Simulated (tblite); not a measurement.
## Geometry relaxation, with input and output: C2H13FOSi4 (part 1 of 2)

System: C2H13FOSi4, SMILES CCO[Si@@H]([SiH3])[SiH2][SiH2]F.
Method: GFN2-xTB geometry optimisation, gas phase (tblite 0.8.0).

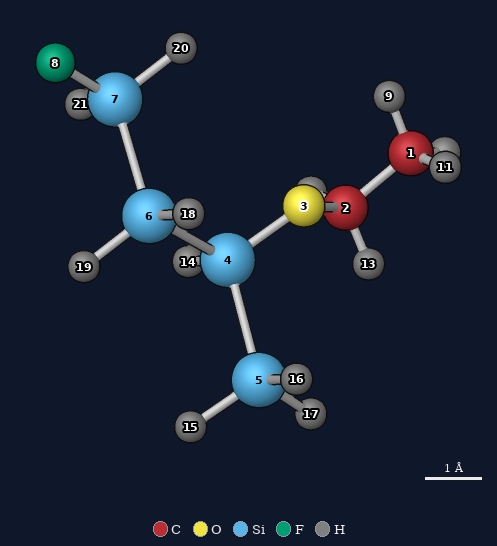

The structure as given in the input (ball-and-stick view, seen at a tilt; atoms are numbered from 1 in the order of the input). Bond lengths as drawn: C–C 1.52 Å, C–H 1.08 to 1.10 Å, C–O 1.42 Å, F–Si 1.60 Å, H–Si 1.48 to 1.50 Å, O–Si 1.67 Å and Si–Si 2.29 to 2.32 Å.

### Input
```
{"job": {"xc": "GFN2-xTB", "basis": "xTB", "kind": "relax"}, "charge": 0, "multiplicity": 1}
C      2.469200     2.069900     0.826300
C      1.899800     0.998100    -0.094000
O      0.748800     0.445400     0.534000
Si    -0.102100    -0.755100    -0.258300
Si     0.824700    -2.844500     0.137500
Si    -2.255100    -0.912100     0.563500
Si    -3.174900     1.131600     0.074300
F     -4.721200     1.157200     0.492900
H      1.720900     2.855000     0.994600
H      3.354500     2.522100     0.399800
H      2.707500     1.655200     1.807200
H      1.648300     1.431700    -1.054600
H      2.658000     0.215800    -0.218000
H     -0.123000    -0.457200    -1.709400
H      0.066500    -3.879600    -0.607100
H      0.811600    -3.171700     1.592000
H      2.236700    -2.854800    -0.343800
H     -2.243300    -1.204300     2.030800
H     -2.970500    -2.020200    -0.115900
H     -2.480300     2.227400     0.812200
H     -3.085100     1.407100    -1.377100
```

The first line tells a small driver script what to run in tblite; the rest is the geometry in Å.

Hardware: 1 CPU thread, shared host.

Launched with:
```bash
OMP_NUM_THREADS=1 python <driver script> task.json out
```

### The program's output
```
step      E/eV     max force
  0    -726.48269    1.276
  1    -726.55338    0.802
  2    -726.60862    0.444
  3    -726.63404    0.423
  4    -726.65788    0.408
  5    -726.67291    0.365
  6    -726.69459    0.335
  7    -726.71885    0.485
  8    -726.74495    0.462
  9    -726.76471    0.268
 10    -726.77723    0.232
 11    -726.78535    0.182
 12    -726.79179    0.231
 13    -726.79800    0.226
 14    -726.80507    0.199
 15    -726.81343    0.248
 16    -726.82270    0.297
 17    -726.83179    0.278
 18    -726.83845    0.192
 19    -726.84271    0.151
 20    -726.84646    0.160
 21    -726.85070    0.159
 22    -726.85601    0.180
 23    -726.86208    0.180
 24    -726.86774    0.181
 25    -726.87253    0.165
 26    -726.87701    0.151
 27    -726.88139    0.128
 28    -726.88562    0.148
 29    -726.88932    0.139
 30    -726.89220    0.135
 31    -726.89461    0.119
 32    -726.89669    0.114
 33    -726.89826    0.088
 34    -726.89941    0.089
 35    -726.90037    0.073
 36    -726.90132    0.104
 37    -726.90229    0.104
 38    -726.90315    0.079
 39    -726.90379    0.076
 40    -726.90432    0.061
 41    -726.90488    0.064
 42    -726.90558    0.071
 43    -726.90641    0.104
 44    -726.90729    0.104
 45    -726.90822    0.073
 46    -726.90930    0.096
 47    -726.91064    0.093
 48    -726.91213    0.098
 49    -726.91350    0.102
 50    -726.91477    0.088
 51    -726.91617    0.112
 52    -726.91767    0.124
 53    -726.91909    0.097
 54    -726.92012    0.063
 55    -726.92075    0.051
 56    -726.92122    0.049
 57    -726.92172    0.052
 58    -726.92232    0.052
 59    -726.92295    0.050
 60    -726.92348    0.049
 61    -726.92386    0.041
 62    -726.92416    0.040
 63    -726.92450    0.045
 64    -726.92494    0.049
 65    -726.92539    0.050
 66    -726.92582    0.044
 67    -726.92622    0.046
 68    -726.92662    0.047
 69    -726.92705    0.043
 70    -726.92745    0.052
 71    -726.92780    0.051
 72    -726.92811    0.040
 73    -726.92845    0.037
 74    -726.92845    0.037
 75    -726.92855    0.020
 76    -726.92868    0.022
 77    -726.92875    0.025
 78    -726.92898    0.032
 79    -726.92916    0.032
 80    -726.92933    0.035
 81    -726.92944    0.031
 82    -726.92956    0.022
 83    -726.92968    0.024
 84    -726.92982    0.024
 85    -726.92995    0.027
 86    -726.93008    0.028
 87    -726.93022    0.033
 88    -726.93035    0.028
 89    -726.93047    0.019
 90    -726.93057    0.025
 91    -726.93067    0.023
 92    -726.93079    0.025
 93    -726.93095    0.031
 94    -726.93113    0.036
 95    -726.93129    0.025
 96    -726.93140    0.020
 97    -726.93151    0.026
 98    -726.93165    0.034
 99    -726.93179    0.038
100    -726.93189    0.026
101    -726.93197    0.018
102    -726.93205    0.027
103    -726.93216    0.032
104    -726.93228    0.029
105    -726.93239    0.030
106    -726.93247    0.027
107    -726.93256    0.025
108    -726.93266    0.028
109    -726.93276    0.023
110    -726.93283    0.018
111    -726.93289    0.021
112    -726.93297    0.029
113    -726.93309    0.030
114    -726.93321    0.027
115    -726.93331    0.019
116    -726.93339    0.018
117    -726.93347    0.025
118    -726.93357    0.036
119    -726.93370    0.036
120    -726.93387    0.030
121    -726.93407    0.042
122    -726.93433    0.045
123    -726.93463    0.058
124    -726.93493    0.052
125    -726.93520    0.044
126    -726.93545    0.040
127    -726.93571    0.049
128    -726.93603    0.060
129    -726.93644    0.055
130    -726.93717    0.057
131    -726.93747    0.050
132    -726.93779    0.047
133    -726.93796    0.030
134    -726.93812    0.047
135    -726.93841    0.061
136    -726.93873    0.057
137    -726.93904    0.037
138    -726.93930    0.034
139    -726.93952    0.028
140    -726.93974    0.039
141    -726.93999    0.043
142    -726.94024    0.035
143    -726.94046    0.026
144    -726.94053    0.055
145    -726.94074    0.032
146    -726.94087    0.023
147    -726.94122    0.035
148    -726.94154    0.049
149    -726.94190    0.047
150    -726.94216    0.038
151    -726.94243    0.031
152    -726.94263    0.041
153    -726.94290    0.051
154    -726.94317    0.042
155    -726.94340    0.037
156    -726.94362    0.034
157    -726.94387    0.045
158    -726.94415    0.039
159    -726.94435    0.029
160    -726.94455    0.035
161    -726.94477    0.043
162    -726.94505    0.048
163    -726.94536    0.037
164    -726.94562    0.038
165    -726.94582    0.033
166    -726.94598    0.031
167    -726.94616    0.028
168    -726.94635    0.032
169    -726.94652    0.031
170    -726.94664    0.022
171    -726.94675    0.021
172    -726.94690    0.034
173    -726.94710    0.044
174    -726.94736    0.044
175    -726.94760    0.048
176    -726.94782    0.039
177    -726.94806    0.036
178    -726.94840    0.036
179    -726.94866    0.043
180    -726.94903    0.042
181    -726.94935    0.035
182    -726.94969    0.035
183    -726.95004    0.036
184    -726.95039    0.042
185    -726.95070    0.042
186    -726.95100    0.058
187    -726.95132    0.052
188    -726.95171    0.039
189    -726.95220    0.045
190    -726.95239    0.039
191    -726.95271    0.030
192    -726.95289    0.031
193    -726.95311    0.038
194    -726.95329    0.035
195    -726.95345    0.027
196    -726.95356    0.024
197    -726.95364    0.025
198    -726.95371    0.026
199    -726.95378    0.026
200    -726.95385    0.017
201    -726.95394    0.023
202    -726.95404    0.032
203    -726.95414    0.029
204    -726.95425    0.025
205    -726.95436    0.031
206    -726.95449    0.033
207    -726.95462    0.028
208    -726.95474    0.029
209    -726.95482    0.022
210    -726.95490    0.018
211    -726.95497    0.029
212    -726.95509    0.027
213    -726.95524    0.022
214    -726.95531    0.018
215    -726.95538    0.015
216    -726.95544    0.019
217    -726.95551    0.023
218    -726.95558    0.018
219    -726.95564    0.020
220    -726.95569    0.019
221    -726.95573    0.021
222    -726.95577    0.016
223    -726.95580    0.010
224    -726.95583    0.012
225    -726.95585    0.014
226    -726.95590    0.016
227    -726.95595    0.016
228    -726.95600    0.016
229    -726.95605    0.019
230    -726.95609    0.021
231    -726.95615    0.019
232    -726.95621    0.017
233    -726.95627    0.015
234    -726.95632    0.015
235    -726.95636    0.014
236    -726.95641    0.019
237    -726.95646    0.018
238    -726.95652    0.015
239    -726.95657    0.018
240    -726.95660    0.020
241    -726.95663    0.022
242    -726.95667    0.017
243    -726.95676    0.020
244    -726.95683    0.024
245    -726.95694    0.024
246    -726.95702    0.021
247    -726.95711    0.018
248    -726.95721    0.023
249    -726.95732    0.025
250    -726.95742    0.024
251    -726.95753    0.024
252    -726.95767    0.030
253    -726.95786    0.041
254    -726.95809    0.046
255    -726.95833    0.040
256    -726.95854    0.029
257    -726.95867    0.058
258    -726.95893    0.062
259    -726.95924    0.046
260    -726.96008    0.034
261    -726.96035    0.040
262    -726.96071    0.034
263    -726.96094    0.038
264    -726.96117    0.047
265    -726.96141    0.045
266    -726.96164    0.041
267    -726.96191    0.041
268    -726.96225    0.048
269    -726.96267    0.071
270    -726.96312    0.063
271    -726.96338    0.042
272    -726.96337    0.051
273    -726.96359    0.026
274    -726.96369    0.023
275    -726.96396    0.023
276    -726.96407    0.025
277    -726.96419    0.027
278    -726.96428    0.023
279    -726.96439    0.021
280    -726.96448    0.020
281    -726.96456    0.022
282    -726.96463    0.021
283    -726.96470    0.017
284    -726.96477    0.018
285    -726.96485    0.024
286    -726.96493    0.021
287    -726.96501    0.019
288    -726.96509    0.018
289    -726.96518    0.022
290    -726.96524    0.020
291    -726.96529    0.016
292    -726.96534    0.017
293    -726.96540    0.024
294    -726.96546    0.032
295    -726.96553    0.025
296    -726.96561    0.020
297    -726.96568    0.021
298    -726.96575    0.021
299    -726.96583    0.021
300    -726.96590    0.023
301    -726.96594    0.024
302    -726.96597    0.013
303    -726.96599    0.014
304    -726.96603    0.016
305    -726.96607    0.016
306    -726.96612    0.020
307    -726.96616    0.016
308    -726.96621    0.017
309    -726.96625    0.016
310    -726.96629    0.013
311    -726.96633    0.013
312    -726.96636    0.014
313    -726.96640    0.018
314    -726.96645    0.020
315    -726.96649    0.020
316    -726.96652    0.023
317    -726.96655    0.012
318    -726.96658    0.009
319    -726.96661    0.009
320    -726.96663    0.011
321    -726.96664    0.010
322    -726.96666    0.007
323    -726.96667    0.006
324    -726.96669    0.007
325    -726.96670    0.010
326    -726.96671    0.010
327    -726.96673    0.009
328    -726.96674    0.008
329    -726.96675    0.006
330    -726.96675    0.007
331    -726.96677    0.007
332    -726.96678    0.007
333    -726.96679    0.009
334    -726.96680    0.009
335    -726.96681    0.008
336    -726.96683    0.009
337    -726.96684    0.007
338    -726.96686    0.010
339    -726.96687    0.009
340    -726.96688    0.007
341    -726.96690    0.008
342    -726.96692    0.007
343    -726.96693    0.008
344    -726.96695    0.009
345    -726.96697    0.013
346    -726.96700    0.014
347    -726.96702    0.011
348    -726.96703    0.009
349    -726.96705    0.006
350    -726.96706    0.008
351    -726.96706    0.008
352    -726.96707    0.009
353    -726.96708    0.007
354    -726.96709    0.007
355    -726.96710    0.009
356    -726.96710    0.007
357    -726.96711    0.006
358    -726.96711    0.006
359    -726.96712    0.006
360    -726.96712    0.006
361    -726.96713    0.006
362    -726.96713    0.006
363    -726.96714    0.006
364    -726.96714    0.007
365    -726.96715    0.006
366    -726.96715    0.007
367    -726.96716    0.009
368    -726.96717    0.008
369    -726.96717    0.005
370    -726.96718    0.005
371    -726.96718    0.005
372    -726.96719    0.005
373    -726.96719    0.004
374    -726.96720    0.005
375    -726.96720    0.005
376    -726.96721    0.007
377    -726.96722    0.006
378    -726.96722    0.004
379    -726.96723    0.005
380    -726.96723    0.005
381    -726.96724    0.008
382    -726.96724    0.008
383    -726.96725    0.006
384    -726.96725    0.005
385    -726.96726    0.007
386    -726.96726    0.008
387    -726.96727    0.008
388    -726.96728    0.009
389    -726.96729    0.006
390    -726.96730    0.006
391    -726.96730    0.008
392    -726.96731    0.007
393    -726.96731    0.009
394    -726.96732    0.010
395    -726.96733    0.007
396    -726.96734    0.005
397    -726.96734    0.007
398    -726.96735    0.006
399    -726.96735    0.007
400    -726.96735    0.005
401    -726.96736    0.006
402    -726.96736    0.005
403    -726.96736    0.004
404    -726.96737    0.004
405    -726.96737    0.003
```

### Trajectory as extended XYZ (Å, eV, eV/Å), 12 frames, from step=0 to step=405
```
21
Properties=species:S:1:pos:R:3:forces:R:3 step=0 energy=-726.48269
C     2.4692    2.0699    0.8263   -0.4260   0.3180   0.3200
C     1.8998    0.9981   -0.0940    0.0490  -0.0400   1.1850
O     0.7488    0.4454    0.5340   -0.1200  -0.3820  -1.2120
Si   -0.1021   -0.7551   -0.2583    0.1310  -0.3160   0.5280
Si    0.8247   -2.8445    0.1375    0.4080   0.1050  -0.1090
Si   -2.2551   -0.9121    0.5635    0.0210   0.3370   0.3130
Si   -3.1749    1.1316    0.0743    0.7080   0.1780  -0.0060
F    -4.7212    1.1572    0.4929   -0.2820   0.2480  -0.0200
H     1.7209    2.8550    0.9946    0.1590  -0.1790  -0.1320
H     3.3545    2.5221    0.3998    0.1270  -0.0100  -0.0890
H     2.7075    1.6552    1.8072    0.0380  -0.0790  -0.1920
H     1.6483    1.4317   -1.0546   -0.1370  -0.0270  -0.2590
H     2.6580    0.2158   -0.2180   -0.1240  -0.0460  -0.1820
H    -0.1230   -0.4572   -1.7094    0.0790   0.1340   0.0490
H     0.0665   -3.8796   -0.6071    0.2430   0.1810   0.2480
H     0.8116   -3.1717    1.5920    0.0600  -0.0240  -0.4740
H     2.2367   -2.8548   -0.3438   -0.2730  -0.2810   0.2090
H    -2.2433   -1.2043    2.0308   -0.1180  -0.0560  -0.4470
H    -2.9705   -2.0202   -0.1159    0.1960   0.1100   0.2150
H    -2.4803    2.2274    0.8122   -0.4910  -0.2680  -0.2840
H    -3.0851    1.4071   -1.3771   -0.2490   0.0960   0.3380
21
Properties=species:S:1:pos:R:3:forces:R:3 step=36 energy=-726.90132
C     2.3331    2.0014    0.8865    0.0000  -0.0260  -0.0370
C     1.8891    0.9325   -0.0995   -0.0030  -0.0220  -0.0360
O     0.6869    0.3551    0.3139   -0.0280   0.0180  -0.0100
Si   -0.0520   -0.9685   -0.3015    0.0200  -0.0320  -0.0180
Si    1.0911   -2.9507    0.0937   -0.0080  -0.0340   0.0110
Si   -2.1668   -0.6459    0.5614   -0.0790   0.0450  -0.0500
Si   -3.2430    1.3547    0.1033   -0.0310  -0.0120  -0.0040
F    -4.7944    1.2303    0.5505    0.0230   0.0060  -0.0060
H     1.5537    2.7527    0.9874    0.0040  -0.0200   0.0500
H     3.2404    2.4799    0.5266   -0.0020  -0.0150   0.0070
H     2.5292    1.5533    1.8579   -0.0450   0.0370  -0.0060
H     1.7361    1.3744   -1.0930    0.0290  -0.0050   0.0070
H     2.6599    0.1578   -0.1938    0.0140  -0.0090   0.0150
H    -0.0661   -0.8074   -1.7818   -0.0170   0.0300   0.0070
H     0.3868   -4.0420   -0.5902    0.0350   0.0090   0.0080
H     1.1413   -3.3340    1.5118    0.0080   0.0420  -0.0190
H     2.4898   -3.0162   -0.3630   -0.0100   0.0100   0.0020
H    -2.2372   -0.9129    2.0080    0.0310  -0.0110   0.0390
H    -2.9800   -1.7407   -0.0076    0.0220  -0.0110   0.0210
H    -2.8307    2.5529    0.8314    0.0210  -0.0100  -0.0020
H    -3.3760    1.6902   -1.3153    0.0180   0.0100   0.0210
```
